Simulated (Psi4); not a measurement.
## Excited-state calculation of SiHSClF

SiHSClF, multiplicity 2, SMILES F[Si](S)Cl, computed with TDDFT (SVWN-RPA)/cc-pVTZ, UKS (Psi4 1.11).

The geometry was optimised with SVWN-RPA/cc-pVTZ.

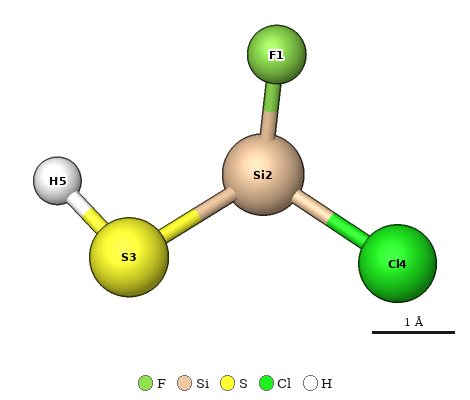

*The input geometry (ball-and-stick view, seen on its broad side; atoms are numbered from 1 in the order of the input).*

### Key numbers

```tsv
quantity	value
outcome	converged
total energy	−1245.042086 hartree
basis functions	146
⟨S²⟩	0.751
dipole moment	1.51 D
lowest excitation	2.77 eV
hardware	1 thread of Intel Xeon @ 2.50GHz (Skylake/Cascade Lake), 64 GiB of memory available, shared host
wall time	73 s
peak memory	0.46 GiB
```

### Input file (clfhssi.inp)
```python
memory 1.6 GB

molecule molecule1 {
  0 2
  F      1.433913     0.770177    -0.844388
  Si     0.238480    -0.303366    -0.850331
  S     -1.497812     0.486861     0.088710
  Cl     0.810499    -1.881595     0.325371
  H     -1.593044     1.494677    -0.817652
}

set basis cc-pVTZ
set reference uks
set save_jk true

from psi4.driver.procrouting.response.scf_response import tdscf_excitations
E, wfn = energy('svwn', return_wfn=True)
states = tdscf_excitations(wfn, states=4, tda=False)
```

Launch command:
```bash
psi4 -n 1 clfhssi.inp clfhssi.out
```

### What the program printed
```
Psi4 1.11 release

   => Loading Basis Set <=

    Name: CC-PVTZ
    Role: ORBITAL
    Keyword: BASIS

         ---------------------------------------------------------
                                   SCF
                              UKS Reference
                        1 Threads,   1525 MiB Core
         ---------------------------------------------------------

  ==> Geometry <==

    Molecular point group: c1
    Full point group: C1

    Geometry (in Angstrom), charge = 0, multiplicity = 2:

       Center              X                  Y                   Z               Mass
    ------------   -----------------  -----------------  -----------------  -----------------
         F            1.322860960160     1.140682524941    -0.614308898687    18.998403162730
         SI           0.127427960160     0.067139524941    -0.620251898687    27.976926534650
         S           -1.608864039840     0.857366524941     0.318789101313    31.972071174400
         CL           0.699446960160    -1.511089475059     0.555450101313    34.968852682000
         H           -1.704096039840     1.865182524941    -0.587572898687     1.007825032230

  Running in c1 symmetry.

  Rotational constants: A =      0.15302  B =      0.08452  C =      0.05785 [cm^-1]
  Rotational constants: A =   4587.31930  B =   2533.74454  C =   1734.32382 [MHz]
  Nuclear repulsion =  266.823300076684745

  Charge       = 0
  Multiplicity = 2
  Electrons    = 57
  Nalpha       = 29
  Nbeta        = 28

  ==> Algorithm <==

  SCF Algorithm Type is DF.
  DIIS enabled.
  MOM disabled.
  Fractional occupation disabled.
  Guess Type is SAD.
  Energy threshold   = 1.00e-06
  Density threshold  = 1.00e-06
  Integral threshold = 1.00e-12

  ==> Primary Basis <==

  Basis Set: CC-PVTZ
    Blend: CC-PVTZ
    Number of shells: 52
    Number of basis functions: 146
    Number of Cartesian functions: 167
    Spherical Harmonics?: true
    Max angular momentum: 3

  ==> DFT Potential <==

   => LibXC <=

    Version 7.1.2

   => Composite Functional: SVWN <=

    Slater exchange
    Vosko, Wilk & Nusair (VWN5_RPA)

    Deriv               =              1
    GGA                 =          FALSE
    Meta                =          FALSE

    Exchange Hybrid     =          FALSE
    MP2 Hybrid          =          FALSE

   => Exchange Functionals <=

    1.0000         XC_LDA_X

   => Correlation Functionals <=

    1.0000   XC_LDA_C_VWN_RPA

   => LibXC Density Thresholds  <==

    XC_LDA_C_VWN_RPA:  1.00E-15
    XC_LDA_X:  1.00E-15

   => Molecular Quadrature <=

    Radial Scheme          =       TREUTLER
    Pruning Scheme         =           NONE
    Nuclear Scheme         =       TREUTLER

    Blocking Scheme        =         OCTREE
    BS radius alpha        =              1
    Pruning alpha          =              1
    Radial Points          =             75
    Spherical Points       =            302
    Total Points           =         107234
    Total Blocks           =            862
    Max Points             =            256
    Max Functions          =            146
    Weights Tolerance      =       1.00E-15

   => Loading Basis Set <=

    Name: (CC-PVTZ AUX)
    Role: JKFIT
    Keyword: DF_BASIS_SCF

  ==> Integral Setup <==

  DFHelper Memory: AOs need 0.080 GiB; user supplied 1.028 GiB.
  SCF_SUBTYPE=INCORE selected. In-core MEM_DF algorithm will be used.
  Using in-core AOs.

  ==> MemDFJK: Density-Fitted J/K Matrices <==

    J tasked:                   Yes
    K tasked:                    No
    wK tasked:                   No
    Memory [MiB]:              1053
    Algorithm:                 Core
    Schwarz Cutoff:           1E-12
    Mask sparsity (%):       0.9946
    Fitting Condition:        1E-10

   => Auxiliary Basis Set <=

  Basis Set: (CC-PVTZ AUX)
    Blend: CC-PVTZ-JKFIT
    Number of shells: 146
    Number of basis functions: 472
    Number of Cartesian functions: 566
    Spherical Harmonics?: true
    Max angular momentum: 4

  Cached 100.0% of DFT collocation blocks in 0.089 [GiB].

  Minimum eigenvalue in the overlap matrix is 3.3215503833E-03.
  Reciprocal condition number of the overlap matrix is 7.0484663313E-04.
    Using symmetric orthogonalization.

  ==> Pre-Iterations <==

  SCF Guess: Superposition of Atomic Densities via on-the-fly atomic UHF (no occupation information).

   -------------------------
    Irrep   Nso     Nmo
   -------------------------
     A        146     146
   -------------------------
    Total     146     146
   -------------------------

  ==> Iterations <==

                           Total Energy        Delta E     RMS |[F,P]|

   @DF-UKS iter SAD: -1244.87384643613791   -1.24487e+03   0.00000e+00
   @DF-UKS iter   1: -1244.89735917045914   -2.35127e-02   4.19802e-03 ADIIS/DIIS
   @DF-UKS iter   2: -1244.72705744277118    1.70302e-01   6.39276e-03 ADIIS/DIIS
   @DF-UKS iter   3: -1245.02139045183139   -2.94333e-01   1.69587e-03 ADIIS/DIIS
   @DF-UKS iter   4: -1245.04118109575847   -1.97906e-02   2.93312e-04 ADIIS/DIIS
   @DF-UKS iter   5: -1245.04184733423858   -6.66238e-04   1.33040e-04 ADIIS/DIIS
   @DF-UKS iter   6: -1245.04206016831063   -2.12834e-04   4.51839e-05 DIIS
   @DF-UKS iter   7: -1245.04208305011434   -2.28818e-05   1.36740e-05 DIIS
   @DF-UKS iter   8: -1245.04208543155710   -2.38144e-06   3.77373e-06 DIIS
   @DF-UKS iter   9: -1245.04208557517654   -1.43619e-07   1.32968e-06 DIIS
   @DF-UKS iter  10: -1245.04208559596350   -2.07870e-08   4.77944e-07 DIIS
  Energy and wave function converged.

  ==> Post-Iterations <==

   Electrons on quadrature grid:
      Nalpha   =   28.9999966660 ; deviation = -3.334e-06
      Nbeta    =   27.9999966036 ; deviation = -3.396e-06
      Ntotal   =   56.9999932696 ; deviation = -6.730e-06

   @Spin Contamination Metric:   1.078906509E-03
   @S^2 Expected:                7.500000000E-01
   @S^2 Observed:                7.510789065E-01
   @S   Expected:                5.000000000E-01
   @S   Observed:                5.000000000E-01

    Orbital Energies [Eh]
    ---------------------

    Alpha Occupied:

       1A   -100.374843     2A    -87.793007     3A    -65.253549
       4A    -24.127787     5A     -9.181793     6A     -7.692886
       7A     -7.039916     8A     -7.033778     9A     -7.033290
      10A     -5.749169    11A     -5.746992    12A     -5.740896
      13A     -5.129764    14A     -3.572094    15A     -3.571382
      16A     -3.570608    17A     -1.118225    18A     -0.795428
      19A     -0.716216    20A     -0.526484    21A     -0.454423
      22A     -0.433751    23A     -0.427312    24A     -0.403188
      25A     -0.361218    26A     -0.342176    27A     -0.332209
      28A     -0.287347    29A     -0.224271

    Alpha Virtual:

      30A     -0.057309    31A     -0.049260    32A     -0.033181
      33A     -0.030489    34A      0.086055    35A      0.104685
      36A      0.123234    37A      0.125094    38A      0.147013
      39A      0.152747    40A      0.167658    41A      0.195396
      42A      0.207730    43A      0.227545    44A      0.250861
      45A      0.279553    46A      0.288574    47A      0.312774
      48A      0.318737    49A      0.352196    50A      0.370058
      51A      0.382497    52A      0.414879    53A      0.446686
      54A      0.478087    55A      0.508766    56A      0.517150
      57A      0.547368    58A      0.560616    59A      0.608416
      60A      0.687460    61A      0.719978    62A      0.733808
      63A      0.744799    64A      0.787577    65A      0.790242
      66A      0.868383    67A      0.888347    68A      0.915889
      69A      0.930235    70A      0.969906    71A      1.002346
      72A      1.029217    73A      1.077258    74A      1.095363
      75A      1.115684    76A      1.127668    77A      1.158134
      78A      1.169241    79A      1.248224    80A      1.413119
      81A      1.485866    82A      1.490927    83A      1.495630
      84A      1.511066    85A      1.589425    86A      1.636828
      87A      1.679203    88A      1.726464    89A      1.751316
      90A      1.786196    91A      1.791474    92A      1.803576
      93A      1.811586    94A      1.828126    95A      1.844936
      96A      1.868057    97A      1.879387    98A      1.889753
      99A      1.937594   100A      1.965993   101A      1.972694
     102A      1.996975   103A      2.063628   104A      2.076459
     105A      2.110338   106A      2.113050   107A      2.133749
     108A      2.169092   109A      2.199690   110A      2.343286
     111A      2.379488   112A      2.386443   113A      2.405786
     114A      2.445076   115A      2.447664   116A      2.490942
     117A      2.578768   118A      2.802815   119A      3.074300
     120A      3.169991   121A      3.223139   122A      3.496300
     123A      3.601229   124A      3.662760   125A      3.795173
     126A      3.859723   127A      3.926675   128A      4.171607
     129A      4.464072   130A      4.513123   131A      4.802274
     132A      4.966536   133A      5.325740   134A      6.694547
     135A      6.695734   136A      6.703069   137A      6.712623
     138A      6.725673   139A      6.735666   140A      6.747630
     141A      8.109369   142A      8.125408   143A      8.370188
     144A      8.391961   145A      8.523802   146A     10.774295

    Beta Occupied:

       1A   -100.374090     2A    -87.791959     3A    -65.250777
       4A    -24.125415     5A     -9.180940     6A     -7.691660
       7A     -7.038548     8A     -7.032711     9A     -7.032664
      10A     -5.748093    11A     -5.744827    12A     -5.739692
      13A     -5.126234    14A     -3.568846    15A     -3.567598
      16A     -3.565548    17A     -1.114101    18A     -0.791749
      19A     -0.711317    20A     -0.519098    21A     -0.449648
      22A     -0.430470    23A     -0.420735    24A     -0.398403
      25A     -0.353938    26A     -0.337803    27A     -0.329842
      28A     -0.282725

    Beta Virtual:

      29A     -0.183360    30A     -0.054225    31A     -0.035216
      32A     -0.027044    33A     -0.015026    34A      0.090708
      35A      0.119563    36A      0.129011    37A      0.131905
      38A      0.154444    39A      0.159557    40A      0.184943
      41A      0.205518    42A      0.216553    43A      0.233411
      44A      0.254990    45A      0.284085    46A      0.294575
      47A      0.321774    48A      0.323583    49A      0.357434
      50A      0.376715    51A      0.389479    52A      0.427236
      53A      0.450738    54A      0.482982    55A      0.517592
      56A      0.526693    57A      0.558444    58A      0.568340
      59A      0.617342    60A      0.691953    61A      0.727167
      62A      0.738264    63A      0.749585    64A      0.793586
      65A      0.801144    66A      0.876469    67A      0.907828
      68A      0.934348    69A      0.943964    70A      0.989117
      71A      1.012216    72A      1.037941    73A      1.097693
      74A      1.112202    75A      1.134117    76A      1.137256
      77A      1.172083    78A      1.188890    79A      1.258734
      80A      1.417019    81A      1.491445    82A      1.494577
      83A      1.502457    84A      1.517069    85A      1.597254
      86A      1.643732    87A      1.683676    88A      1.733601
      89A      1.755343    90A      1.789515    91A      1.795530
      92A      1.812450    93A      1.820071    94A      1.833696
      95A      1.849084    96A      1.872644    97A      1.882648
      98A      1.897361    99A      1.942338   100A      1.968861
     101A      1.975994   102A      2.004344   103A      2.069154
     104A      2.080838   105A      2.112643   106A      2.117919
     107A      2.137952   108A      2.176294   109A      2.211904
     110A      2.346859   111A      2.383920   112A      2.394232
     113A      2.412452   114A      2.450742   115A      2.452723
     116A      2.495570   117A      2.583735   118A      2.809801
     119A      3.081159   120A      3.170649   121A      3.225908
     122A      3.497021   123A      3.602465   124A      3.666236
     125A      3.798936   126A      3.860321   127A      3.928166
     128A      4.173026   129A      4.469274   130A      4.515826
     131A      4.804866   132A      4.972586   133A      5.328282
     134A      6.696990   135A      6.697939   136A      6.706982
     137A      6.715471   138A      6.730417   139A      6.739710
     140A      6.751429   141A      8.113825   142A      8.129878
     143A      8.376640   144A      8.396525   145A      8.530462
     146A     10.777962

    Final Occupation by Irrep:
              A
    DOCC [    28 ]
    SOCC [     1 ]
    NA   [    29 ]
    NB   [    28 ]

  @DF-UKS Final Energy: -1245.04208559596350

   => Energetics <=

    Nuclear Repulsion Energy =            266.8233000766847454
    One-Electron Energy =               -2257.8922526641426884
    Two-Electron Energy =                 828.1594436806974500
    DFT Exchange-Correlation Energy =     -82.1325766892030771
    Empirical Dispersion Energy =           0.0000000000000000
    VV10 Nonlocal Energy =                  0.0000000000000000
    Total Energy =                      -1245.0420855959634991

  UHF NO Occupations:
  HONO-2 :   27  A 1.9998986
  HONO-1 :   28  A 1.9996735
  HONO-0 :   29  A 1.0000000
  LUNO+0 :   30  A 0.0003265
  LUNO+1 :   31  A 0.0001014
  LUNO+2 :   32  A 0.0000655
  LUNO+3 :   33  A 0.0000131

Computation Completed

Properties will be evaluated at   0.000000,   0.000000,   0.000000 [a0]

Properties computed using the SCF density matrix

 Multipole Moments:

 ------------------------------------------------------------------------------------
     Multipole            Electronic (a.u.)      Nuclear  (a.u.)        Total (a.u.)
 ------------------------------------------------------------------------------------

 L = 1.  Multiply by 2.5417464519 to convert [e a0] to [Debye]
 Dipole X            :          3.1261852           -3.5254396           -0.3992544
 Dipole Y            :         -1.8151037            2.0798740            0.2647703
 Dipole Z            :          0.1365700           -0.4849079           -0.3483379
 Magnitude           :                                                    0.5923231

 ------------------------------------------------------------------------------------

	total time  =         14 seconds =       0.23 minutes

******************************************************************************************
**********                               WARNING                                **********
**********       The names of excited state variables changed between 1.5       **********
**********     and 1.6. For a quick solution, remove the symmetry specifier     **********
**********   from the variable name. For full details, see 'Notes on Psivars'   **********
**********                        in the documentation.                         **********
******************************************************************************************

         ---------------------------------------------------------
                         TDSCF excitation energies
         ---------------------------------------------------------

  ==> Options <==

     Residual threshold  : 1.0000e-04
     Initial guess       : denominators
     Reference           : UHF
     Solver type         : RPA (Hamiltonian)

  ==> Requested Excitations <==

      4 singlet states with A symmetry

  ==> Seeking the lowest 4 singlet states with A symmetry

                        Generalized Hamiltonian Solver

  ==> Options <==

    Max number of iterations        = 60
    Eigenvector tolerance           = 1.0000e-04
    Max number of expansion vectors = 800

  => Iterations <=
                              Max[D[value]]     Max[|R|]   # vectors
  HamiltonianSolver iter   1:   1.68440e-01  1.05199e-01     16
  HamiltonianSolver iter   2:   4.08700e-03  4.45657e-02     20
  HamiltonianSolver iter   3:   4.36042e-04  1.67071e-02     28
  HamiltonianSolver iter   4:   4.99550e-05  5.55930e-03     36
  HamiltonianSolver iter   5:   4.91549e-06  1.69585e-03     44
  HamiltonianSolver iter   6:   4.08480e-07  4.84541e-04     52
  HamiltonianSolver iter   7:   3.13989e-08  1.55593e-04     60
  HamiltonianSolver iter   8:   2.94072e-09  5.03722e-05     64      Converged

******************************************************************************************
**********                               WARNING                                **********
**********  Length-gauge rotatory strengths are **NOT** gauge-origin invariant  **********
******************************************************************************************

                                    Excitation Energy         Total Energy        Oscillator Strength             Rotatory Strength
     #   Sym: GS->ES (Trans)        au              eV              au          au (length)    au (velocity)    au (length)    au (velocity)
    ---- -------------------- --------------- --------------- --------------- --------------- --------------- --------------- ---------------
     1        A->A (1 A)       0.10174         2.76854        -1244.94034      0.0070          0.0075          0.0014          0.0010
     2        A->A (1 A)       0.14699         3.99992        -1244.89509      0.0015          0.0015         -0.0084         -0.0086
     3        A->A (1 A)       0.15645         4.25733        -1244.88563      0.0058          0.0059          0.0045          0.0043
     4        A->A (1 A)       0.16741         4.55536        -1244.87468      0.0006          0.0007         -0.0072         -0.0076

Contributing excitations and de-excitations
Only contributions with abs(coeff) > 1.00e-01 will be printed:

Excited State    1 (1 A):   0.10174 au   447.83 nm f = 0.0070
Alpha orbitals:
  Sums of squares: Xssq =  6.222066e-03; Yssq =  1.324571e-03; Xssq - Yssq =  4.897495e-03
Beta orbitals:
  Sums of squares: Xssq =  9.956672e-01; Yssq =  5.646625e-04; Xssq - Yssq =  9.951025e-01
     28a (b) ->  29a (b)    0.996041 (99.210%)

Excited State    2 (1 A):   0.14699 au   309.97 nm f = 0.0015
Alpha orbitals:
  Sums of squares: Xssq =  6.039113e-03; Yssq =  3.920234e-04; Xssq - Yssq =  5.647090e-03
Beta orbitals:
  Sums of squares: Xssq =  9.944190e-01; Yssq =  6.607845e-05; Xssq - Yssq =  9.943529e-01
     27a (b) ->  29a (b)    0.993199 (98.644%)

Excited State    3 (1 A):   0.15645 au   291.23 nm f = 0.0058
Alpha orbitals:
  Sums of squares: Xssq =  1.385988e-02; Yssq =  1.038212e-03; Xssq - Yssq =  1.282167e-02
Beta orbitals:
  Sums of squares: Xssq =  9.874484e-01; Yssq =  2.700286e-04; Xssq - Yssq =  9.871783e-01
     26a (b) ->  29a (b)    0.988784 (97.769%)

Excited State    4 (1 A):   0.16741 au   272.17 nm f = 0.0006
Alpha orbitals:
  Sums of squares: Xssq =  9.555776e-01; Yssq =  8.919765e-05; Xssq - Yssq =  9.554884e-01
     29a (a) ->  30a (a)   -0.960386 (92.234%)
     29a (a) ->  31a (a)    0.178038 ( 3.170%)
Beta orbitals:
  Sums of squares: Xssq =  4.480619e-02; Yssq =  2.945985e-04; Xssq - Yssq =  4.451159e-02
     25a (b) ->  29a (b)   -0.205124 ( 4.208%)

******************************************************************************************
**********                               WARNING                                **********
**********       The names of excited state variables changed between 1.5       **********
**********     and 1.6. For a quick solution, remove the symmetry specifier     **********
**********   from the variable name. For full details, see 'Notes on Psivars'   **********
**********                        in the documentation.                         **********
******************************************************************************************

    Psi4 run time: 0:01:10.40
```

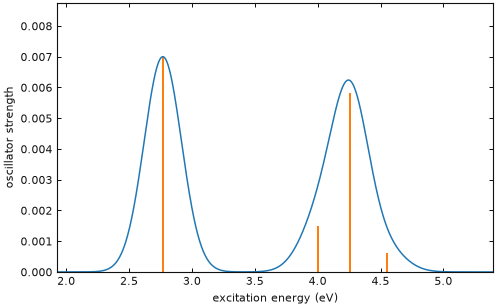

*Computed excitations as sticks (degenerate states added up, dark ones marked on the axis), with a Gaussian envelope of 0.35 eV full width at half maximum, scaled to the tallest.*

Of the 4 states the lowest lies at 2.77 eV (f = 0.007); the strongest line is at 2.77 eV, or 448 nm (f = 0.007).
